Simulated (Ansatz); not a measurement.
## Computed map of one atom of the cell: Si (diamond)

Starting cell, Si (diamond):

```
CELL_PARAMETERS angstrom
      0.00000     2.71682     2.71682
      2.71682     0.00000     2.71682
      2.71682     2.71682     0.00000
ATOMIC_POSITIONS crystal
  Si 0.00000 0.00000 0.00000
  Si 0.25000 0.25000 0.25000
```

Two-dimensional scan of atom 1 (Si, nearest neighbour Si at 2.353 Å; its periodic images, 3.8 Å or more away, move with it): u runs along (1.000, 0.000, 0.000), v along (0.000, 1.000, 0.000) (Cartesian). Cell and other atoms are fixed.

Method: PBEsol (plane waves to 420 eV, PAW, scalar-relativistic; Ansatz, a quantum-chemistry and plane-wave program). k mesh 9×9×9 (Γ-centred), Fermi-Dirac smearing 0.05 eV. The energy includes the smearing's −TS. As the smearing reaches across the gap at some points, energies and forces of such displacements shift with the k mesh and the smearing. Si was relaxed with its symmetry unable to fall. The zero of ΔE is the undisplaced structure. Axes are in Å.

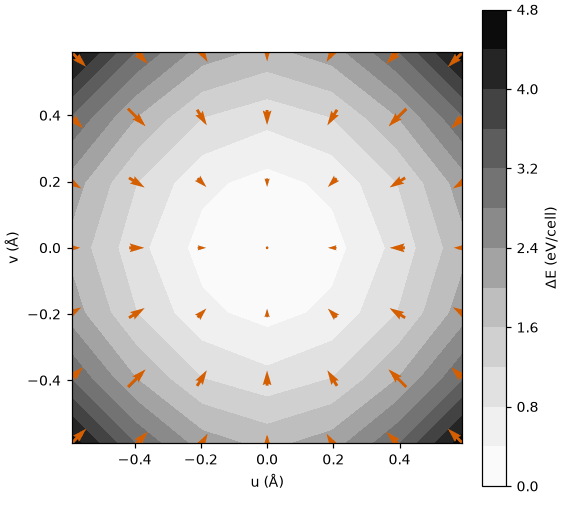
Figure. ΔE (eV/cell) over the plane, with arrows for the in-plane force on the moved atom.

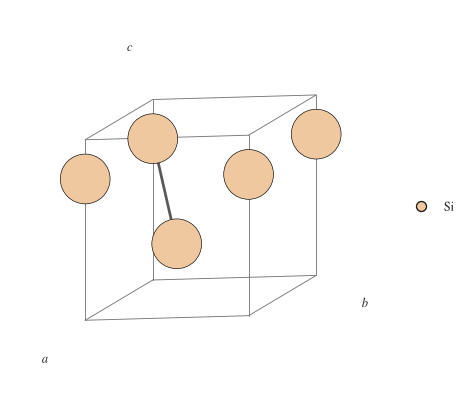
Figure: The cell of the calculation at u = -0.590 Å, v = -0.590 Å.

Centre of the map: a minimum. Principal force constants in the plane (five-point differences of the forces): 12.9 eV/Å², isotropic. Lowest place on the grid: u = 0.000 Å, v = 0.000 Å (0 meV/cell). Highest place on the grid, met at several equal points: u = -0.590 Å, v = -0.590 Å; u = 0.590 Å, v = -0.590 Å; u = -0.590 Å, v = 0.590 Å; u = 0.590 Å, v = 0.590 Å (4605 meV/cell).

(For displaced atoms, the force is minus the slope of the energy, and its curvature is a force constant, which sets phonon frequencies.)
